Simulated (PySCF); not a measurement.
```xyz
17

N     2.3912   -1.1724    0.5795
Si    2.3390    0.3011   -0.1349
Si    0.2771    0.3123   -1.3402
N    -1.0029    0.0909   -0.2028
Si   -1.3777   -1.5358    0.3405
Si   -1.5355    1.4321    0.7847
H     2.7917   -1.9900    0.1459
H     3.2428    0.8401   -1.1740
H     2.1379    1.3538    0.8668
H     0.0765    1.6065   -1.9920
H     0.2164   -0.7579   -2.3327
H    -0.4474   -1.9544    1.3811
H    -1.3002   -2.3887   -0.8456
H    -2.7532   -1.4830    0.8371
H    -1.3565    2.6433   -0.0160
H    -0.7549    1.4988    2.0199
H    -2.9514    1.2152    1.0728
```

Geometry: GFN2-xTB.

Theory: PySCF, UKS B3LYP, pcH-1 on H N Si, non-relativistic, mean-field spin-orbit, GIAO.

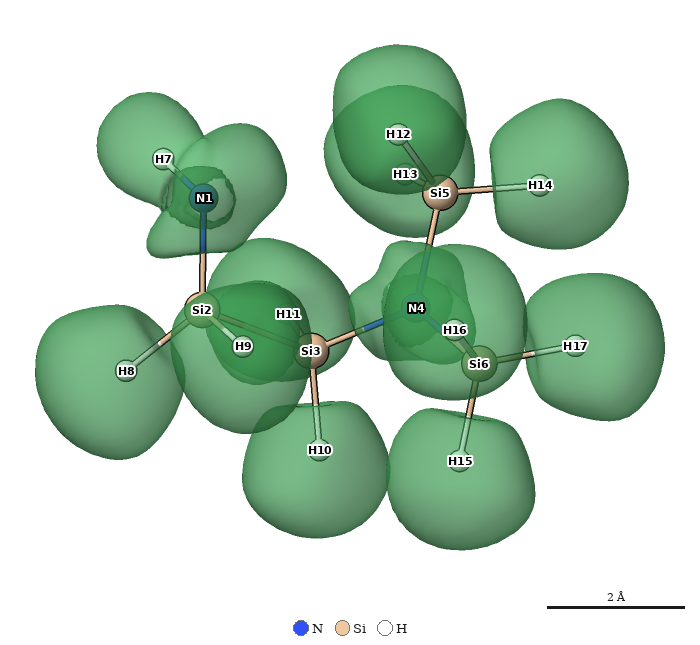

H11N2Si4 (SMILES [NH][SiH2][SiH2]N([SiH3])[SiH3]) (doublet). Isosurface of the electron localisation function at 0.75 (green), seen at a tilt. Only the valence region is drawn (cores and ρ < 0.01 e/Å³ removed).

> Where are the electrons localised?

The surface consists of one region between bonded Si–Si atoms (shared pairs), ten regions around hydrogen nuclei, one region on N in which the atom's valence shell and bonds are merged and one joined region spread over several atoms (H, N), in which their bonds and any lone pairs are merged. Along the contacts the grid gives the following. Si–N (1.64 Å): the ELF peaks at about 0.90 between the atoms; a short, strongly polar bond. Si–Si (2.39 Å): the ELF peaks at about 1 between the atoms (a covalent bond).
